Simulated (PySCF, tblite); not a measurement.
**C7H13B: geometry, infrared bands, NMR shifts, electronic excitations and core binding energies**

What infrared bands, NMR shifts, electronic excitations and core binding energies should C7H13B (`B[C@@H]1C[C@@H]2CCC[C@@H]21`) show?

Programs: tblite 0.8.0 and PySCF 2.14.0, with density-fitted response routines of our own. Each step states its level of theory. These are calculated values for one molecule in the gas phase, unless marked as measured. Atoms count from 0, in the outputs and in this text.

### 1 Starting geometry

21 atoms, charge 0, multiplicity 1; geometry from: force field or distance geometry start.

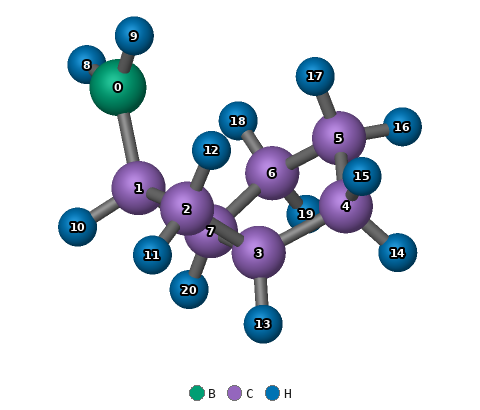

The starting geometry (boron teal, carbon purple, hydrogen blue), atoms numbered.

### 2 Geometry optimisation with GFN2-xTB

What the job is given:

```
{"job": {"kind": "relax", "xc": "GFN2-xTB", "basis": "xTB"}, "charge": 0, "multiplicity": 1}
B      2.030500     1.071500    -0.516500
C      1.464100    -0.413100    -0.305400
C      0.478200    -0.887600    -1.350300
C     -0.563300    -1.152500    -0.263500
C     -1.769900    -0.220700    -0.248400
C     -1.344500     1.023600     0.506500
C     -0.251300     0.560100     1.461800
C      0.418400    -0.653400     0.807600
H      2.714900     1.567000     0.307400
H      1.757900     1.678900    -1.491700
H      2.309400    -1.138100    -0.201300
H      0.795000    -1.821700    -1.856100
H      0.147400    -0.093700    -2.062400
H     -0.815700    -2.238300    -0.154400
H     -2.610300    -0.700900     0.287400
H     -2.109700     0.030900    -1.272600
H     -2.192100     1.482600     1.059800
H     -0.921500     1.766700    -0.198900
H      0.465600     1.370500     1.715600
H     -0.722800     0.227000     2.420500
H      0.710900    -1.441700     1.530500
```

Command:

```sh
$ OMP_NUM_THREADS=1 python probes_run.py task.json out
```

The driver reads the jobs from task.json and runs them one after another.

Output:

```text
step      E/eV     max force
  0    -621.29650    1.605
  1    -621.41153    0.503
  2    -621.43608    0.336
  3    -621.46343    0.344
  4    -621.47136    0.213
  5    -621.47908    0.172
  6    -621.48504    0.170
  7    -621.49018    0.185
  8    -621.49276    0.112
  9    -621.49447    0.089
 10    -621.49634    0.102
 11    -621.49893    0.162
 12    -621.50216    0.175
 13    -621.50576    0.128
 14    -621.50928    0.141
 15    -621.51247    0.135
 16    -621.51516    0.124
 17    -621.51735    0.103
 18    -621.51938    0.101
 19    -621.52145    0.120
 20    -621.52346    0.102
 21    -621.52520    0.091
 22    -621.52668    0.068
 23    -621.52800    0.084
 24    -621.52929    0.089
 25    -621.53057    0.091
 26    -621.53191    0.081
 27    -621.53338    0.086
 28    -621.53491    0.091
 29    -621.53634    0.090
 30    -621.53754    0.087
 31    -621.53854    0.076
 32    -621.53934    0.053
 33    -621.53985    0.041
 34    -621.54016    0.043
 35    -621.54040    0.048
 36    -621.54069    0.046
 37    -621.54107    0.055
 38    -621.54146    0.047
 39    -621.54178    0.042
 40    -621.54203    0.043
 41    -621.54225    0.039
 42    -621.54243    0.030
 43    -621.54257    0.025
 44    -621.54266    0.024
 45    -621.54273    0.022
 46    -621.54280    0.024
 47    -621.54286    0.022
 48    -621.54292    0.019
 49    -621.54296    0.018
 50    -621.54302    0.017
 51    -621.54308    0.019
 52    -621.54317    0.023
 53    -621.54330    0.029
 54    -621.54345    0.033
 55    -621.54363    0.032
 56    -621.54382    0.038
 57    -621.54403    0.039
 58    -621.54424    0.037
 59    -621.54445    0.035
 60    -621.54463    0.032
 61    -621.54483    0.030
 62    -621.54505    0.034
 63    -621.54527    0.029
 64    -621.54540    0.021
 65    -621.54547    0.019
 66    -621.54551    0.014
 67    -621.54554    0.011
 68    -621.54557    0.008
```

Wall time 0.45 s (1 thread of Arm Neoverse V1, shared host); peak memory 0.18 GiB.

Step by step: (not every step is listed)

| step | energy from step 0 (eV) | largest force (eV/Å) |
| --- | --- | --- |
| 0 | 0.0000 | 1.6052 |
| 1 | -0.1150 | 0.5029 |
| 2 | -0.1396 | 0.3360 |
| 3 | -0.1669 | 0.3442 |
| 4 | -0.1749 | 0.2129 |
| 5 | -0.1826 | 0.1723 |
| 6 | -0.1885 | 0.1700 |
| 7 | -0.1937 | 0.1855 |
| 8 | -0.1963 | 0.1116 |
| 13 | -0.2093 | 0.1278 |
| 18 | -0.2229 | 0.1014 |
| 23 | -0.2315 | 0.0838 |
| 28 | -0.2384 | 0.0908 |
| 33 | -0.2433 | 0.0409 |
| 38 | -0.2450 | 0.0473 |
| 43 | -0.2461 | 0.0250 |
| 48 | -0.2464 | 0.0188 |
| 53 | -0.2468 | 0.0288 |
| 58 | -0.2477 | 0.0372 |
| 63 | -0.2488 | 0.0293 |
| 64 | -0.2489 | 0.0206 |
| 65 | -0.2490 | 0.0186 |
| 66 | -0.2490 | 0.0139 |
| 67 | -0.2490 | 0.0109 |
| 68 | -0.2491 | 0.0085 |

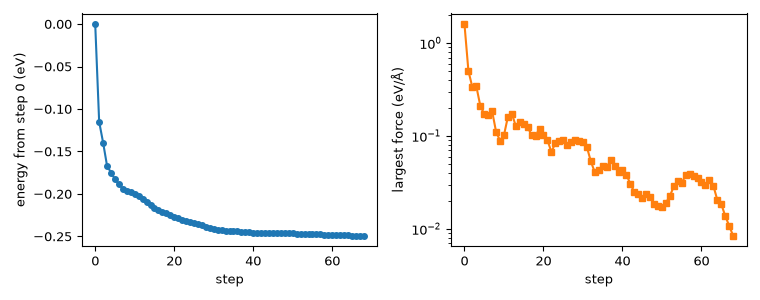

Energy and largest force along the relaxation.

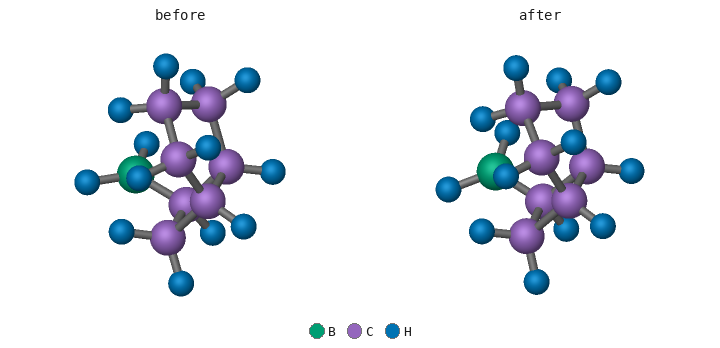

Before and after, at one scale.

Distances of close pairs at the start and the end, largest changes first:

| bond | before (Å) | after (Å) | change (Å) |
| --- | --- | --- | --- |
| B0–C1 | 1.603 | 1.563 | -0.040 |
| C1–C2 | 1.513 | 1.544 | +0.031 |
| C3–H13 | 1.120 | 1.090 | -0.030 |
| C2–H12 | 1.117 | 1.089 | -0.028 |
| C6–H19 | 1.119 | 1.092 | -0.027 |
| C6–H18 | 1.111 | 1.088 | -0.023 |
| C5–H16 | 1.111 | 1.090 | -0.022 |
| C1–H10 | 1.118 | 1.098 | -0.020 |

The next job starts from the end point, and lists it.

### 3 Harmonic vibrations with GFN2-xTB

What the job is given:

```
{"job": {"kind": "ir", "xc": "GFN2-xTB", "basis": "xTB"}, "charge": 0, "multiplicity": 1}
B      2.021581     1.112178    -0.486145
C      1.414461    -0.319738    -0.330959
C      0.411953    -0.865172    -1.371126
C     -0.587276    -1.187796    -0.249439
C     -1.799219    -0.261286    -0.183788
C     -1.255923     1.020852     0.450243
C     -0.269055     0.507347     1.496878
C      0.413488    -0.669227     0.806483
H      2.453378     1.676039     0.443324
H      2.105726     1.601523    -1.545856
H      2.288919    -0.979673    -0.257192
H      0.760076    -1.737081    -1.923208
H      0.054885    -0.123984    -2.084228
H     -0.866419    -2.239381    -0.183961
H     -2.565338    -0.696637     0.461094
H     -2.238565    -0.089303    -1.166460
H     -2.042289     1.640108     0.880765
H     -0.719576     1.610784    -0.295313
H      0.435508     1.270821     1.819756
H     -0.813864     0.146726     2.372262
H      0.788630    -1.400156     1.522602
```

Output:

```text
mode    cm-1     km/mol
  1      44.7      0.11
  2     137.6      0.80
  3     205.4      0.27
  4     283.9      0.55
  5     312.6      1.08
  6     375.0      0.59
  7     407.2      1.06
  8     558.8      1.41
  9     585.9      2.45
 10     720.5      8.66
 11     791.4     32.28
 12     801.8      5.11
 13     832.2     70.82
 14     851.4     26.03
 15     895.3     13.55
 16     911.0      2.82
 17     922.8      1.56
 18     961.4      6.16
 19     975.5     37.26
 20    1009.4      0.06
 21    1029.0      0.28
 22    1044.7      9.17
 23    1068.7      6.80
 24    1097.6      0.37
 25    1110.5      2.78
 26    1133.3      1.20
 27    1150.2      0.64
 28    1158.8      5.76
 29    1182.8      4.47
 30    1186.7     34.54
 31    1195.4      6.80
 32    1231.9      2.19
 33    1240.2     26.60
 34    1244.3      1.73
 35    1272.6     19.30
 36    1278.6      6.26
 37    1297.1      0.24
 38    1311.3      1.52
 39    1323.3      2.50
 40    1324.4      1.48
 41    1478.9      0.17
 42    1485.2      0.09
 43    1485.9      0.63
 44    1501.1      0.36
 45    2632.8    105.73
 46    2662.7    136.02
 47    2888.5     28.93
 48    2964.0     14.80
 49    2965.9      6.01
 50    2973.2      8.70
 51    2976.4     34.44
 52    2985.7    134.47
 53    2995.3    109.35
 54    2996.0     40.41
 55    3003.9     65.49
 56    3005.6     68.77
 57    3022.5     47.78
```

It took 0.72 s on 1 thread of Arm Neoverse V1, shared host; peak memory 0.18 GiB.

The strongest bands and the atoms that carry them (share of the mass-weighted mode):

| cm⁻¹ | km/mol | atoms |
| --- | --- | --- |
| 832 | 70.8 | H8 24 %, B0 18 %, H9 16 % |
| 2633 | 105.7 | H9 54 %, H8 42 % |
| 2663 | 136.0 | H8 50 %, H9 39 %, B0 11 % |
| 2986 | 134.5 | H17 37 %, H14 15 %, H19 14 %, H11 10 % |
| 2995 | 109.3 | H11 28 %, H12 20 %, H15 13 %, H13 13 % |
| 3004 | 65.5 | H16 73 % |
| 3006 | 68.8 | H12 63 %, H11 29 % |
| 3022 | 47.8 | H18 90 % |

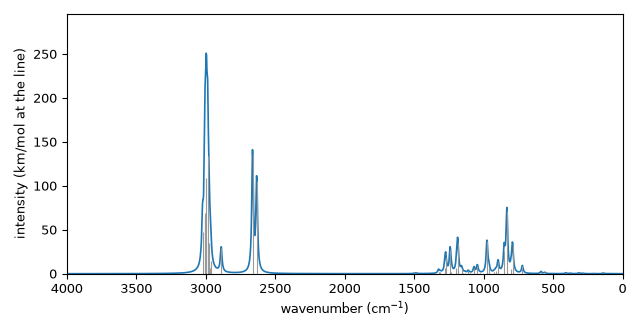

The infrared spectrum from these modes, unscaled. Lines are broadened to a width of 14 cm⁻¹ (Lorentzian).

### 4 Relaxing the molecule at PBE0-D3(BJ)/def2-SVP

What the job is given:

```
{"job": {"xc": "PBE0", "basis": "def2-SVP", "d3": "d3bj", "grid": 1, "shake": 0.01, "kind": "geom"}, "charge": 0, "multiplicity": 1}
B      2.041990     1.086620    -0.481960
C      1.408780    -0.324260    -0.333110
C      0.391750    -0.867490    -1.379780
C     -0.554050    -1.185540    -0.252970
C     -1.802030    -0.267970    -0.194340
C     -1.259830     1.025670     0.447860
C     -0.259480     0.505350     1.497120
C      0.428950    -0.663780     0.801430
H      2.451550     1.681440     0.462670
H      2.103030     1.599090    -1.535830
H      2.280050    -0.982590    -0.248370
H      0.765880    -1.736170    -1.916510
H      0.026600    -0.113770    -2.093820
H     -0.883110    -2.236620    -0.176960
H     -2.569790    -0.707400     0.461360
H     -2.239090    -0.075250    -1.158990
H     -2.040350     1.651220     0.878710
H     -0.728830     1.616620    -0.289490
H      0.433360     1.262990     1.822050
H     -0.838800     0.153630     2.377180
H      0.772240    -1.399540     1.512960
```

Output:

```text
step   0  E = -298.80421422  max force = 0.040146
step   1  E = -298.81025470  max force = 0.004102
step   2  E = -298.81037312  max force = 0.001797
step   3  E = -298.81042315  max force = 0.001276
step   4  E = -298.81047990  max force = 0.001485
step   5  E = -298.81051851  max force = 0.001101
step   6  E = -298.81053882  max force = 0.000606
step   7  E = -298.81054600  max force = 0.000595
step   8  E = -298.81054775  max force = 0.000396
optimisation converged
```

Run time: 2.4 min. Hardware: 1 thread of Arm Neoverse V1, shared host; peak memory 0.84 GiB.

Relaxation path:

| step | energy from step 0 (eV) | largest force component (eV/Å) |
| --- | --- | --- |
| 0 | 0.0000 | 2.0644 |
| 1 | -0.1644 | 0.2109 |
| 2 | -0.1676 | 0.0924 |
| 3 | -0.1690 | 0.0656 |
| 4 | -0.1705 | 0.0764 |
| 5 | -0.1715 | 0.0566 |
| 6 | -0.1721 | 0.0312 |
| 7 | -0.1723 | 0.0306 |
| 8 | -0.1723 | 0.0204 |

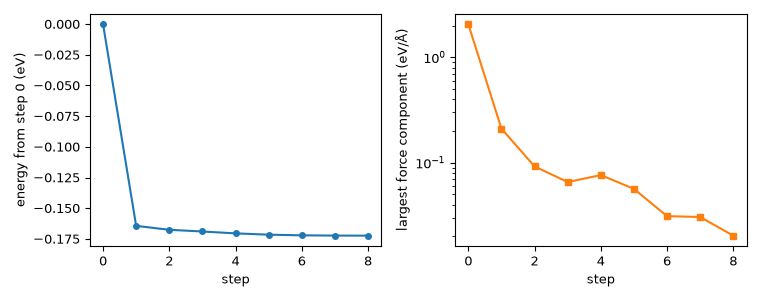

Energy and largest force along the relaxation.

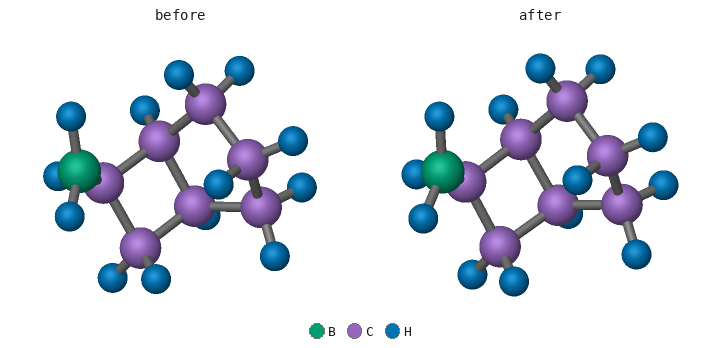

Before and after, at one scale.

Distances of close pairs at the start and the end, largest changes first:

| bond | before (Å) | after (Å) | change (Å) |
| --- | --- | --- | --- |
| C2–C3 | 1.505 | 1.545 | +0.040 |
| B0–H9 | 1.173 | 1.213 | +0.039 |
| C3–C7 | 1.533 | 1.562 | +0.029 |
| C4–H15 | 1.076 | 1.102 | +0.026 |
| C6–H18 | 1.077 | 1.101 | +0.024 |
| B0–H8 | 1.189 | 1.212 | +0.023 |
| C5–H17 | 1.084 | 1.107 | +0.023 |
| C1–H10 | 1.095 | 1.116 | +0.021 |

The final coordinates are the input of the step that follows.

| at the end point | value |
| --- | --- |
| point group (found at 0.08 Å tolerance) | C1 |
| rotational constants (GHz, main isotopes) | 2.994, 2.153, 1.728 |
| dipole moment (D) | 0.91 |

### 5 Shielding tensors: PBE0/pcSseg-1

What the job is given:

```
{"job": {"kind": "nmr", "xc": "PBE0", "basis": "pcSseg-1"}, "charge": 0, "multiplicity": 1}
B      1.884226     1.019471    -0.887800
C      1.282654    -0.395155    -0.714361
C      0.312138    -1.008908    -1.749519
C     -0.709055    -1.287338    -0.624497
C     -1.894025    -0.320540    -0.547303
C     -1.330859     0.937860     0.119089
C     -0.369909     0.376359     1.166473
C      0.312866    -0.779015     0.442040
H      2.205554     1.689354     0.069749
H      2.129106     1.445236    -1.996784
H      2.239696    -0.966137    -0.646636
H      0.686294    -1.919069    -2.240317
H     -0.039296    -0.319661    -2.534421
H     -1.019420    -2.339256    -0.546152
H     -2.679859    -0.749878     0.096786
H     -2.352427    -0.130094    -1.531244
H     -2.107594     1.594194     0.540286
H     -0.776992     1.548321    -0.619275
H      0.337311     1.121147     1.562949
H     -0.945153    -0.016533     2.022165
H      0.712416    -1.540347     1.127528
```

With the program's defaults for keys left out, this is: GIAO PBE0/pcSseg-1 NMR shielding, non-relativistic, gas phase.

Output:

```text
coarse grid: 16752 points
cycle   1  E = -298.8616424947  dE =  8.708e-01  |g| = 4.088e-01  |ddm| = 4.018e+00
cycle   2  E = -298.8404154110  dE =  2.123e-02  |g| = 5.198e-01  |ddm| = 9.062e-01
cycle   3  E = -298.9098039015  dE = -6.939e-02  |g| = 5.335e-02  |ddm| = 5.751e-01
cycle   4  E = -298.9103465096  dE = -5.426e-04  |g| = 1.879e-02  |ddm| = 7.016e-02
cycle   5  E = -298.9104197683  dE = -7.326e-05  |g| = 7.375e-03  |ddm| = 2.207e-02
cycle   6  E = -298.9104326453  dE = -1.288e-05  |g| = 7.661e-04  |ddm| = 7.536e-03
cycle   7  E = -298.9104327959  dE = -1.506e-07  |g| = 2.302e-04  |ddm| = 1.253e-03
final grid: 159504 points
cycle   8  E = -298.9614617925  dE = -6.128e-05  |g| = 8.882e-03  |ddm| = 4.550e-02
cycle   9  E = -298.9614461513  dE =  1.564e-05  |g| = 1.206e-02  |ddm| = 2.070e-02
cycle  10  E = -298.9614829992  dE = -3.685e-05  |g| = 7.765e-04  |ddm| = 1.216e-02
cycle  11  E = -298.9614831344  dE = -1.352e-07  |g| = 2.247e-04  |ddm| = 1.036e-03
cycle  12  E = -298.9614831452  dE = -1.088e-08  |g| = 7.301e-05  |ddm| = 2.442e-04
cycle  13  E = -298.9614831465  dE = -1.259e-09  |g| = 1.103e-05  |ddm| = 9.269e-05
cycle  14  E = -298.9614831465  dE = -2.797e-11  |g| = 2.808e-06  |ddm| = 1.779e-05
converged SCF energy = -298.9614831465

GIAO shielding tensors (ppm)
atom      isotropic    diamagn.    paramagn.     s11        s22        s33       span
  0 B       11.015     191.087    -180.072    -73.742    -17.514    124.301    198.043
  1 C      138.597     251.780    -113.182    113.918    140.390    161.483     47.565
  2 C      150.655     248.929     -98.273    129.321    151.554    171.092     41.771
  3 C      147.122     250.803    -103.681    126.308    151.220    163.837     37.530
  4 C      147.727     246.464     -98.737    128.894    151.962    162.325     33.431
  5 C      158.602     247.508     -88.906    134.399    162.596    178.810     44.411
  6 C      151.272     245.649     -94.377    132.482    159.565    161.767     29.285
  7 C      138.148     245.693    -107.544    111.381    146.016    157.048     45.668
  8 H       23.553      28.972      -5.419     15.268     25.774     29.617     14.348
  9 H       23.500      28.449      -4.948     15.966     26.009     28.526     12.560
 10 H       29.480      29.839      -0.359     24.901     28.842     34.697      9.797
 11 H       28.624      30.088      -1.463     25.695     25.938     34.240      8.546
 12 H       29.527      30.392      -0.865     26.091     27.609     34.883      8.792
 13 H       28.858      31.943      -3.085     24.383     27.652     34.541     10.158
 14 H       29.918      29.855       0.063     24.781     27.357     37.616     12.835
 15 H       29.820      29.223       0.597     26.047     27.104     36.308     10.260
 16 H       29.725      29.314       0.411     25.051     26.857     37.267     12.216
 17 H       30.335      30.629      -0.293     27.271     28.150     35.586      8.315
 18 H       29.201      30.286      -1.085     25.022     26.220     36.361     11.339
 19 H       30.045      30.439      -0.394     25.164     27.402     37.568     12.404
 20 H       28.091      31.885      -3.794     24.005     27.531     32.736      8.731
```

Wall time 42 s (1 thread of Arm Neoverse V1, shared host); peak memory 0.94 GiB.

The references, computed at this level on geometries of the same kind, shield at (ppm): ¹H TMS 31.27, ¹³C TMS 184.4, ¹¹B BF3·OEt2 100.7. Their shielding less the atom's gives the shift. The references are single molecules in the gas phase. Atoms listed in one row are averaged.

| atoms | environment | σ (ppm) | δ (ppm) | δ scaled to CDCl3 |
| --- | --- | --- | --- | --- |
| C7 | sp3 CH in a ring | 138.1 | 46.3 | 44.4 |
| C1 | sp3 CH bonded to B | 138.6 | 45.8 | 44.0 |
| C3 | sp3 CH in a ring | 147.1 | 37.3 | 35.7 |
| C4 | sp3 CH2 in a ring | 147.7 | 36.7 | 35.1 |
| C2 | sp3 CH2 in a ring | 150.7 | 33.8 | 32.3 |
| C6 | sp3 CH2 in a ring | 151.3 | 33.1 | 31.7 |
| C5 | sp3 CH2 in a ring | 158.6 | 25.8 | 24.6 |
| H8, H9 | hydrogen on a boron bonded to C | 23.53 | 7.74 | – |
| H20 | hydrogen on an sp3 CH in a ring | 28.09 | 3.18 | 3.23 |
| H11 | hydrogen on an sp3 CH2 in a ring | 28.62 | 2.64 | 2.72 |
| H13 | hydrogen on an sp3 CH in a ring | 28.86 | 2.41 | 2.50 |
| H18 | hydrogen on an sp3 CH2 in a ring | 29.20 | 2.07 | 2.17 |
| H10 | hydrogen on an sp3 CH bonded to B | 29.48 | 1.79 | 1.91 |
| H12 | hydrogen on an sp3 CH2 in a ring | 29.53 | 1.74 | 1.86 |
| H16 | hydrogen on an sp3 CH2 in a ring | 29.73 | 1.54 | 1.68 |
| H15 | hydrogen on an sp3 CH2 in a ring | 29.82 | 1.45 | 1.59 |
| H14 | hydrogen on an sp3 CH2 in a ring | 29.92 | 1.35 | 1.49 |
| H19 | hydrogen on an sp3 CH2 in a ring | 30.04 | 1.22 | 1.37 |
| H17 | hydrogen on an sp3 CH2 in a ring | 30.34 | 0.93 | 1.10 |
| B0 | boron bonded to C, 2 H | 11.0 | 89.7 | – |

The scaled column applies a straight-line fit of computed shieldings to shifts measured in CDCl3 (root-mean-square error 0.21 ppm for H, 2.0 ppm for C).

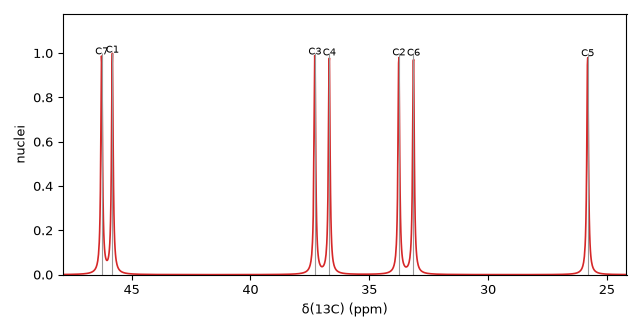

¹³C lines at the computed shifts, without couplings. Lines are broadened to a width of 0.08 ppm (Lorentzian).

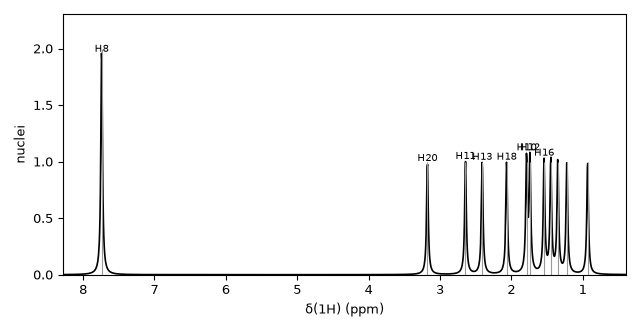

¹H lines at the computed shifts, without couplings. Lines are broadened to a width of 0.03 ppm (Lorentzian).

The run also stored atomic charges by several schemes (e):

| atoms | Mulliken | IAO | Hirshfeld | ESP fit |
| --- | --- | --- | --- | --- |
| B0 | 0.19 | 0.04 | 0.14 | 0.18 |
| C1 | -0.42 | -0.26 | -0.10 | 0.14 |
| C2 | -0.05 | -0.26 | -0.07 | -0.53 |
| C3 | -0.28 | -0.12 | -0.03 | 0.34 |
| C4 | -0.14 | -0.26 | -0.07 | -0.35 |
| C5 | -0.26 | -0.25 | -0.07 | 0.09 |
| C6 | -0.15 | -0.26 | -0.07 | -0.34 |
| C7 | -0.20 | -0.11 | -0.02 | -0.16 |

IAO charges:

B0 0.04; C1 -0.26; C2 -0.26; C3 -0.12; C4 -0.26; C5 -0.25; C6 -0.26; C7 -0.11; H8 0.00; H9 0.01; H10 0.17; H11 0.13; H12 0.12; H13 0.13; H14 0.13; H15 0.13; H16 0.14; H17 0.12; H18 0.14; H19 0.13; H20 0.13

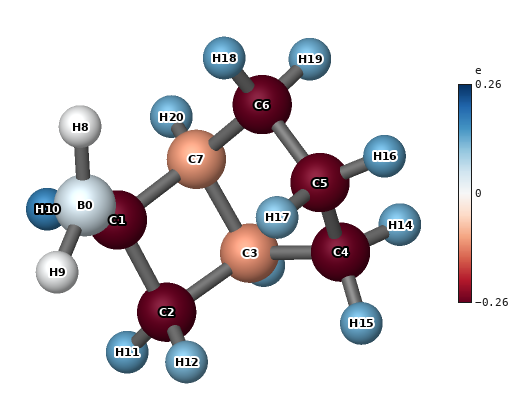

IAO charges, as colours on the atoms.

Mayer bond orders: B0–C1 1.00, C1–C2 1.03, C2–C3 1.02, C3–C4 1.01, C4–C5 1.02, C5–C6 1.02, C6–C7 1.03, C7–C1 0.98, C7–C3 0.98.

Ring of atoms C1, C2, C3, C7: NICS(0) -1.7, NICS(1) -1.0, NICS(1)zz 3.4 ppm (means of both faces; NICS(1) differs between them: -2.3 and 0.2).

Ring of atoms C3, C4, C5, C6, C7: NICS(0) -5.5, NICS(1) -3.9, NICS(1)zz -4.6 ppm (means of both faces).

(Part 1 of 2 ends here.)
